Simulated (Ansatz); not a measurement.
## Molecular dynamics, with input and output: C3H2F2S

- system: C3H2F2S, SMILES FC1=CC(F)S1
- method: RKS revPBE-d3bjatm/6-31G* (Ansatz 0.2.0)

The geometry comes from this level: PBE0-D4/def2-TZVP. Figures and captions count atoms from 1; the log counts them from 0 in places.

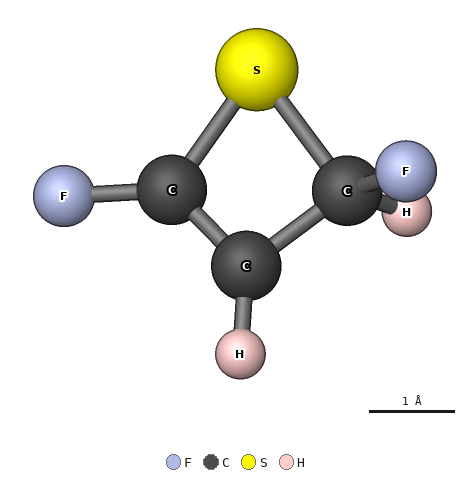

Fig. 1: The input geometry (ball-and-stick view, seen at a tilt). Bond lengths as drawn: C–C 1.33 to 1.49 Å, C–F 1.31 to 1.36 Å, C–H 1.08 to 1.09 Å and C–S 1.76 to 1.87 Å.

Key numbers:

- outcome: finished
- mean temperature over the second half: 536 K
- trajectory: 20 steps, 40 fs
- ensemble: nvt_nose_hoover
- temperature in the input: 1000 K
- time step: 2 fs
- potential energy (last step): −19405.4916 eV
- mean-field energy (last step): −19405.0283 eV
- dispersion energy (last step): −0.4633 eV
- SCF solution under orbital rotations (last step): stable
- largest force (length of the vector) (last step): 3.934 eV/Å
- dipole moment (last step): 1.75 D
- hardware: 4 threads of Intel Xeon, 163 GiB of memory available, shared host
- wall time: 11 s (CPU time 37 s)
- peak memory: 0.19 GiB

Notes:

So short a trajectory is not equilibrated. The temperature stays far from the 1000 K of the thermostat over the second half: the run isn't equilibrated.

The input:
```yaml
crystal:
  periodic: [false, false, false]
  atoms:
    - {symbol: F, position_ang: [0.630725, -0.695711, 2.275063]}
    - {symbol: C, position_ang: [0.235387, -0.226190, 1.122006]}
    - {symbol: C, position_ang: [0.624341, -0.464549, -0.127103]}
    - {symbol: C, position_ang: [-0.442538, 0.355340, -0.776507]}
    - {symbol: F, position_ang: [-0.021799, 1.382118, -1.557050]}
    - {symbol: S, position_ang: [-1.108280, 0.882562, 0.887375]}
    - {symbol: H, position_ang: [1.387044, -1.090273, -0.564283]}
    - {symbol: H, position_ang: [-1.212780, -0.200498, -1.315200]}
basis:
  gaussian: {orbitals: "6-31G*"}
hamiltonian: {xc: {name: revPBE}, dispersion: d3bjatm}
md: {timestep: 2 fs, n_steps: 20, ensemble: nvt_nose_hoover, temperature: 1000, initial_velocities: maxwell_boltzmann, seed: 88}
```

Launched with:
```bash
ansatz run in.yaml --threads 4 --pin off --events-out ev --progress --plain --max-ram 10444MiB
```

Output:
```
Functional definition: revPBE
  name "revPBE"
  cite "Zhang & Yang, Phys. Rev. Lett. 80, 890 (1998) doi:10.1103/PhysRevLett.80.890"
  cite "Perdew, Burke & Ernzerhof, Phys. Rev. Lett. 77, 3865 (1996) doi:10.1103/PhysRevLett.77.3865"
  parameter kappa = 1.245
  parameter beta = 0.06672455060314922
  exchange = pbe_x(kappa = kappa, mu = beta*pi^2/3)
  correlation = pbe_c(beta = beta)
1039 factors; their error is unknown
mean field evaluation 1: about -19400.3832 eV, gradient 4.8e1 eV
mean field evaluation 2: about -19387.4706 eV, gradient 8.0e1 eV
mean field evaluation 4: about -19405.4757 eV, gradient 6.0e0 eV
mean field evaluation 8: about -19405.5611 eV, gradient 2.5e-1 eV
mean field evaluation 16: about -19405.4656 eV, gradient 6.1e-4 eV
mean field -19405.46555611 eV, -713.1377056899 hartree, gradient 2.7e-5 eV, S^2 0.000000; 0 other end points of the search recorded, 0 dependent functions left out
the calculation of the forces begins
reference -19405.46558265 eV, -713.1377066652 hartree; 27, 27 occupied and 71, 71 virtual orbitals, 1039 factors
md step     0: t =     0.00 fs  T =  1000.0 K  F+E_penalty+E_count = -19405.93133440 eV  E_kin = 0.775560 eV  conserved = -19405.15577441 eV  (30 SCF iters)
these checks for a lower state are left out or cut short: starts, cluster_reference, orbital_swaps, neighbouring_geometries, increment
1039 factors; their error is unknown
mean field -19405.20177380 eV, -713.1280118690 hartree, gradient 2.2e-5 eV, S^2 0.000000; 0 other end points of the search recorded, 0 dependent functions left out
[... from here on the field's lines of each further geometry are left out, up to the last ...]
md step     1: t =     2.00 fs  T =   743.8 K  F+E_penalty+E_count = -19405.66842658 eV  E_kin = 0.576837 eV  conserved = -19405.09160416 eV  (30 SCF iters, 5 dispersion substeps)
md step     2: t =     4.00 fs  T =   527.6 K  F+E_penalty+E_count = -19405.50666487 eV  E_kin = 0.409207 eV  conserved = -19405.09757874 eV  (30 SCF iters, 5 dispersion substeps)
md step     3: t =     6.00 fs  T =   509.2 K  F+E_penalty+E_count = -19405.50819153 eV  E_kin = 0.394923 eV  conserved = -19405.11362392 eV  (31 SCF iters, 5 dispersion substeps)
md step     4: t =     8.00 fs  T =   409.6 K  F+E_penalty+E_count = -19405.40917567 eV  E_kin = 0.317647 eV  conserved = -19405.09223093 eV  (32 SCF iters, 5 dispersion substeps)
md step     5: t =    10.00 fs  T =   574.6 K  F+E_penalty+E_count = -19405.59221665 eV  E_kin = 0.445661 eV  conserved = -19405.14781160 eV  (32 SCF iters, 5 dispersion substeps)
md step     6: t =    12.00 fs  T =   638.2 K  F+E_penalty+E_count = -19405.61077825 eV  E_kin = 0.494960 eV  conserved = -19405.11791811 eV  (33 SCF iters, 5 dispersion substeps)
md step     7: t =    14.00 fs  T =   500.8 K  F+E_penalty+E_count = -19405.49482623 eV  E_kin = 0.388386 eV  conserved = -19405.10946397 eV  (33 SCF iters, 5 dispersion substeps)
md step     8: t =    16.00 fs  T =   488.2 K  F+E_penalty+E_count = -19405.48300778 eV  E_kin = 0.378634 eV  conserved = -19405.10835380 eV  (32 SCF iters, 5 dispersion substeps)
md step     9: t =    18.00 fs  T =   449.8 K  F+E_penalty+E_count = -19405.49579879 eV  E_kin = 0.348873 eV  conserved = -19405.15196469 eV  (33 SCF iters, 5 dispersion substeps)
md step    10: t =    20.00 fs  T =   269.8 K  F+E_penalty+E_count = -19405.26619374 eV  E_kin = 0.209261 eV  conserved = -19405.06290678 eV  (33 SCF iters, 5 dispersion substeps)
md step    11: t =    22.00 fs  T =   437.9 K  F+E_penalty+E_count = -19405.44280308 eV  E_kin = 0.339601 eV  conserved = -19405.11026705 eV  (32 SCF iters, 5 dispersion substeps)
md step    12: t =    24.00 fs  T =   387.3 K  F+E_penalty+E_count = -19405.37426580 eV  E_kin = 0.300367 eV  conserved = -19405.08238052 eV  (33 SCF iters, 5 dispersion substeps)
md step    13: t =    26.00 fs  T =   506.9 K  F+E_penalty+E_count = -19405.45934959 eV  E_kin = 0.393152 eV  conserved = -19405.07639384 eV  (32 SCF iters, 5 dispersion substeps)
md step    14: t =    28.00 fs  T =   776.9 K  F+E_penalty+E_count = -19405.72750231 eV  E_kin = 0.602536 eV  conserved = -19405.13782547 eV  (33 SCF iters, 5 dispersion substeps)
md step    15: t =    30.00 fs  T =   630.0 K  F+E_penalty+E_count = -19405.51141453 eV  E_kin = 0.488610 eV  conserved = -19405.03870550 eV  (32 SCF iters, 5 dispersion substeps)
md step    16: t =    32.00 fs  T =   687.6 K  F+E_penalty+E_count = -19405.63579237 eV  E_kin = 0.533264 eV  conserved = -19405.12143994 eV  (33 SCF iters, 5 dispersion substeps)
md step    17: t =    34.00 fs  T =   503.1 K  F+E_penalty+E_count = -19405.44979349 eV  E_kin = 0.390151 eV  conserved = -19405.08140934 eV  (31 SCF iters, 5 dispersion substeps)
md step    18: t =    36.00 fs  T =   430.5 K  F+E_penalty+E_count = -19405.37572475 eV  E_kin = 0.333849 eV  conserved = -19405.06603757 eV  (52 SCF iters, 5 dispersion substeps)
md step    19: t =    38.00 fs  T =   684.7 K  F+E_penalty+E_count = -19405.62384431 eV  E_kin = 0.530994 eV  conserved = -19405.12008581 eV  (32 SCF iters, 5 dispersion substeps)
the calculation of the forces begins
reference -19405.02829561 eV, -713.1216366631 hartree; 27, 27 occupied and 71, 71 virtual orbitals, 1039 factors
1039 factors; their error is unknown
mean field evaluation 192: about -19405.0283 eV, gradient 3.8e-3 eV
mean field -19405.02826920 eV, -713.1216356924 hartree, gradient 2.6e-5 eV, S^2 0.000000; 1 other end points of the search recorded, 0 dependent functions left out
the calculation of the forces begins
reference -19405.02829561 eV, -713.1216366631 hartree; 27, 27 occupied and 71, 71 virtual orbitals, 1039 factors
md step    20: t =    40.00 fs  T =   585.9 K  F+E_penalty+E_count = -19405.49152619 eV  E_kin = 0.454385 eV  conserved = -19405.06803085 eV  (52 SCF iters, 5 dispersion substeps)
```

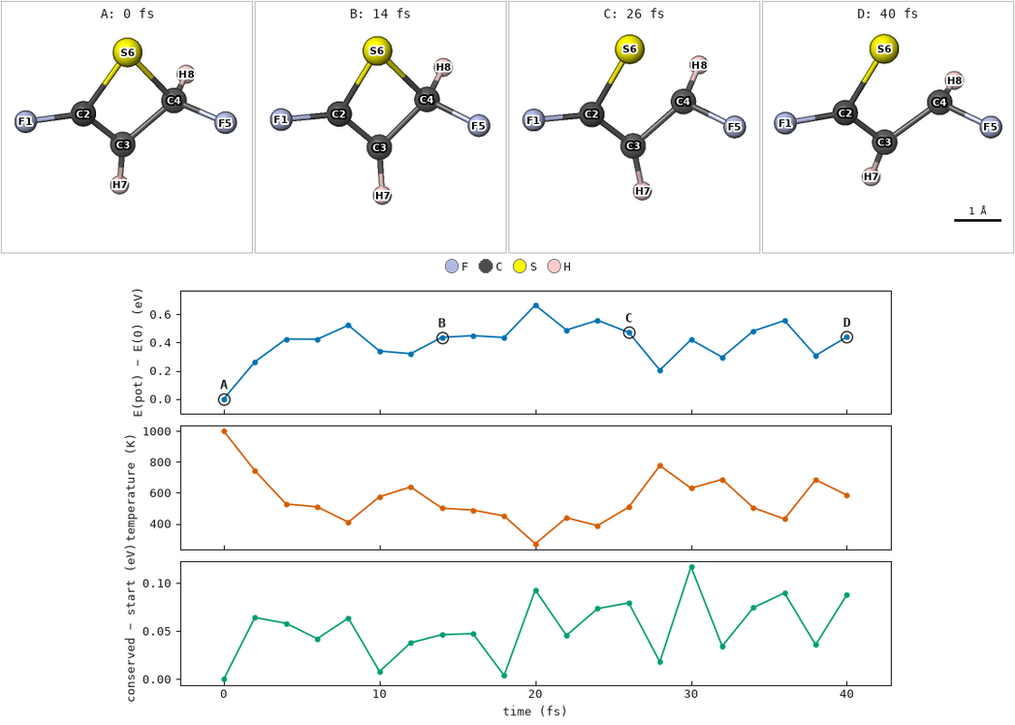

Fig. 2: Frames of the molecular dynamics (ball-and-stick, seen at a tilt) above the curves, on which the letters mark them. The trajectory kept here has 21 frames over 40 fs. The temperature starts at 1000 K, ranges from 270 to 1000 K and averages 536 K over the second half. The potential energy ends 0.440 eV above its first value. The conserved quantity stays within 0.12 eV. After an unweighted best fit of the last frame on the first, the root-mean-square displacement is 0.13 Å.

```
Total energy: -19405.49155261 eV, -713.1386610438 hartree
Atom 0 at     0.673616    -0.694375     2.304402 Å, force    -0.419323     0.284171    -1.044976 eV/Å
Atom 1 at     0.216310    -0.204791     1.116709 Å, force     0.153067    -0.321495     1.353431 eV/Å
Atom 2 at     0.574401    -0.468293    -0.144263 Å, force     0.099488     0.446039     0.403279 eV/Å
Atom 3 at    -0.415832     0.389675    -0.884278 Å, force     2.304655     0.925658     2.507593 eV/Å
Atom 4 at     0.057952     1.390813    -1.678116 Å, force     0.261868     0.494511     0.455394 eV/Å
Atom 5 at    -1.163936     0.859179     0.989591 Å, force    -0.393488     0.869231    -0.997219 eV/Å
Atom 6 at     1.227080    -1.258197    -0.391209 Å, force     1.044603    -0.790055    -1.086761 eV/Å
Atom 7 at    -1.089978    -0.097435    -1.458711 Å, force    -3.050869    -1.908060    -1.590740 eV/Å
Dipole moment:    -0.013108    -0.279287    -0.232380 e Å
```

Trajectory as extended XYZ (Å, eV, eV/Å), 12 of the 21 frames kept, from step=0 to step=20:
```
8
Properties=species:S:1:pos:R:3:forces:R:3 step=0 time_fs=0.0 energy=-19405.93133 temperature=1000.0
F     0.6307   -0.6957    2.2751    0.3363  -0.4027   1.0868
C     0.2354   -0.2262    1.1220   -0.0713   0.0976   0.1995
C     0.6243   -0.4645   -0.1271    0.5319  -0.3765  -0.8079
C    -0.4425    0.3553   -0.7765   -0.0171  -0.3218  -0.2402
F    -0.0218    1.3821   -1.5571    0.2627   0.6928  -0.5404
S    -1.1083    0.8826    0.8874   -0.9980   0.7706   0.6434
H     1.3870   -1.0903   -0.5643    0.2652  -0.2234  -0.1743
H    -1.2128   -0.2005   -1.3152   -0.3096  -0.2365  -0.1669
8
Properties=species:S:1:pos:R:3:forces:R:3 step=2 time_fs=4.0 energy=-19405.50667 temperature=527.6
F     0.6101   -0.6729    2.2598    0.6483  -0.7271   1.2068
C     0.2411   -0.2405    1.0866   -0.8627   0.7045   1.3098
C     0.6177   -0.4619   -0.1514    1.4749  -0.5073  -0.8896
C    -0.4444    0.3985   -0.7813   -1.8950  -4.3257  -0.0475
F    -0.0061    1.3530   -1.5484    0.3853   2.1016  -1.7990
S    -1.1069    0.8762    0.9117   -0.9349   0.7692   0.2316
H     1.5167   -0.9851   -0.4749   -0.1916  -0.0872  -0.5885
H    -1.2587   -0.3599   -1.2845    1.3758   2.0719   0.5766
8
Properties=species:S:1:pos:R:3:forces:R:3 step=4 time_fs=8.0 energy=-19405.40918 temperature=409.6
F     0.5946   -0.6558    2.2542    0.8118  -0.7955   1.1286
C     0.2367   -0.2464    1.0663   -0.5650   0.4911   0.7712
C     0.6283   -0.4642   -0.1848    2.0606  -0.6920   0.2334
C    -0.4663    0.3919   -0.7859    2.6461  -0.5454   2.2191
F     0.0125    1.3401   -1.5536    0.0851   2.0661  -1.7169
S    -1.1101    0.8735    0.9372   -0.7861   0.5807  -0.2039
H     1.6266   -0.9077   -0.4807   -1.3865   0.3567  -0.3491
H    -1.1414   -0.2510   -1.1915   -2.8659  -1.4618  -2.0824
8
Properties=species:S:1:pos:R:3:forces:R:3 step=5 time_fs=10.0 energy=-19405.59222 temperature=574.6
F     0.5893   -0.6497    2.2550    0.8180  -0.7543   0.9945
C     0.2313   -0.2467    1.0608   -0.1093   0.2080   0.2061
C     0.6447   -0.4693   -0.2020   -0.5807   0.3871   1.6234
C    -0.4699    0.3808   -0.7799    2.1347  -0.5743   0.9583
F     0.0223    1.3402   -1.5617   -0.1779   1.5349  -1.1218
S    -1.1131    0.8732    0.9497   -0.6544   0.4174  -0.4539
H     1.5982   -0.8445   -0.5016    0.4285  -0.4697  -0.8701
H    -1.1891   -0.2279   -1.2298   -1.8589  -0.7492  -1.3364
8
Properties=species:S:1:pos:R:3:forces:R:3 step=7 time_fs=14.0 energy=-19405.49483 temperature=500.8
F     0.5835   -0.6419    2.2620    0.7195  -0.5838   0.4279
C     0.2211   -0.2462    1.0512    0.6741  -0.2494   0.4003
C     0.6662   -0.4741   -0.2186   -0.6509   0.2594   1.2444
C    -0.4648    0.3501   -0.7669   -1.2804  -0.7268  -2.8580
F     0.0404    1.3485   -1.5834   -0.5704   0.2697   0.1600
S    -1.1214    0.8740    0.9728   -0.3607   0.0705  -0.9207
H     1.6294   -0.7866   -0.6515   -0.6275  -0.1630   0.0442
H    -1.3841   -0.1982   -1.3805    2.0962   1.1234   1.5020
8
Properties=species:S:1:pos:R:3:forces:R:3 step=9 time_fs=18.0 energy=-19405.49580 temperature=449.8
F     0.5837   -0.6389    2.2725    0.6550  -0.4434  -0.0787
C     0.2188   -0.2485    1.0469    0.7835  -0.2700   0.8744
C     0.6769   -0.4744   -0.2192   -0.5577   0.0831  -0.0750
C    -0.4723    0.3116   -0.7867    1.9563   2.5486  -0.7503
F     0.0541    1.3594   -1.6043   -0.6068  -0.3895   0.6729
S    -1.1314    0.8752    0.9916   -0.0379  -0.2487  -1.1621
H     1.6015   -0.7678   -0.8023   -1.1322  -0.0590   1.0422
H    -1.3102   -0.0266   -1.3381   -1.0601  -1.2212  -0.5234
8
Properties=species:S:1:pos:R:3:forces:R:3 step=11 time_fs=22.0 energy=-19405.44280 temperature=437.9
F     0.5891   -0.6396    2.2826    0.6669  -0.4703  -0.2825
C     0.2262   -0.2539    1.0531    0.2759   0.1188   0.7689
C     0.6762   -0.4722   -0.2171   -3.0975   0.9401   1.1148
C    -0.4558    0.3035   -0.8165   -0.2799   2.3120  -1.1418
F     0.0630    1.3672   -1.6200   -0.6227  -0.7502   0.7594
S    -1.1416    0.8752    1.0049    0.3853  -0.4772  -1.2688
H     1.4549   -0.7765   -0.8359    1.7522  -1.1117  -0.4647
H    -1.3857   -0.0182   -1.3657    0.9198  -0.5615   0.5146
8
Properties=species:S:1:pos:R:3:forces:R:3 step=13 time_fs=26.0 energy=-19405.45935 temperature=506.9
F     0.6001   -0.6441    2.2906    0.6984  -0.5816  -0.2061
C     0.2369   -0.2577    1.0696   -0.5099   0.6180   0.5735
C     0.6448   -0.4618   -0.2073    0.6657  -0.7656  -1.3465
C    -0.4340    0.3270   -0.8550   -2.1300   0.7173  -0.7721
F     0.0667    1.3693   -1.6298   -0.6097  -0.5740   0.3997
S    -1.1501    0.8730    1.0121    0.5637  -0.4242  -1.2988
H     1.4747   -0.9113   -0.8671   -1.0429   0.3404   1.6249
H    -1.4260   -0.1254   -1.3840    2.3647   0.6697   1.0254
8
Properties=species:S:1:pos:R:3:forces:R:3 step=15 time_fs=30.0 energy=-19405.51142 temperature=630.0
F     0.6167   -0.6533    2.2971    0.6141  -0.6244  -0.0108
C     0.2416   -0.2540    1.0920   -0.7085   0.7900  -0.9370
C     0.6171   -0.4585   -0.2096   -0.5422   0.3289   1.4500
C    -0.4326    0.3618   -0.8998    3.4577   1.6525   3.8379
F     0.0656    1.3672   -1.6368   -0.3854   0.4358  -0.5293
S    -1.1559    0.8688    1.0131    0.4589  -0.1773  -1.2612
H     1.3847   -1.0198   -0.6936    0.7071  -0.5226  -0.2200
H    -1.1836   -0.1675   -1.2862   -3.6016  -1.8830  -2.3296
8
Properties=species:S:1:pos:R:3:forces:R:3 step=16 time_fs=32.0 energy=-19405.63579 temperature=687.6
F     0.6270   -0.6599    2.3002    0.4677  -0.5752  -0.1190
C     0.2406   -0.2483    1.0999   -0.7391   0.8126  -1.0843
C     0.6023   -0.4569   -0.2068   -0.3944   0.5446   2.2037
C    -0.4208    0.3856   -0.9080   -0.1667  -1.7905   2.5822
F     0.0638    1.3669   -1.6414   -0.0950   1.0832  -0.9537
S    -1.1580    0.8662    1.0113    0.3782   0.0225  -1.2559
H     1.3530   -1.0880   -0.5940    1.0137  -0.7325  -0.7421
H    -1.1989   -0.2603   -1.3329   -0.4645   0.6353  -0.6310
8
Properties=species:S:1:pos:R:3:forces:R:3 step=18 time_fs=36.0 energy=-19405.37573 temperature=430.5
F     0.6502   -0.6762    2.3052    0.0195  -0.2100  -0.7352
C     0.2316   -0.2294    1.1071   -0.5164   0.4645   0.2117
C     0.5751   -0.4531   -0.1820    2.4305  -1.7985   0.9304
C    -0.4053    0.4095   -0.9029   -2.4228  -3.8158   0.8850
F     0.0600    1.3736   -1.6567    0.2414   1.3514  -0.8072
S    -1.1610    0.8615    1.0033    0.0290   0.4967  -1.1592
H     1.3497   -1.2565   -0.4640   -1.0751   1.4022  -0.2949
H    -1.2180   -0.3157   -1.4531    1.2940   2.1094   0.9693
8
Properties=species:S:1:pos:R:3:forces:R:3 step=20 time_fs=40.0 energy=-19405.49153 temperature=585.9
F     0.6736   -0.6944    2.3044   -0.4193   0.2842  -1.0450
C     0.2163   -0.2048    1.1167    0.1531  -0.3215   1.3534
C     0.5744   -0.4683   -0.1443    0.0995   0.4460   0.4033
C    -0.4158    0.3897   -0.8843    2.3047   0.9257   2.5076
F     0.0580    1.3908   -1.6781    0.2619   0.4945   0.4554
S    -1.1639    0.8592    0.9896   -0.3935   0.8692  -0.9972
H     1.2271   -1.2582   -0.3912    1.0446  -0.7901  -1.0868
H    -1.0900   -0.0974   -1.4587   -3.0509  -1.9081  -1.5907
```

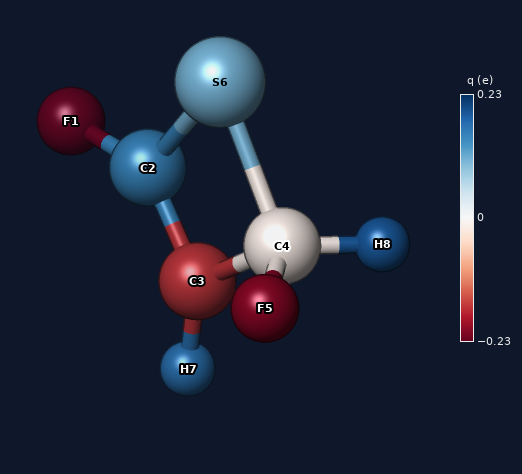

Fig. 3: Mulliken charges, as the colour of each atom (ball-and-stick view, seen at a tilt; atoms are numbered from 1 in the order of the input). By element: F −0.22 to −0.21, C −0.16 to +0.15, S +0.11 and H +0.17 to +0.20 e.
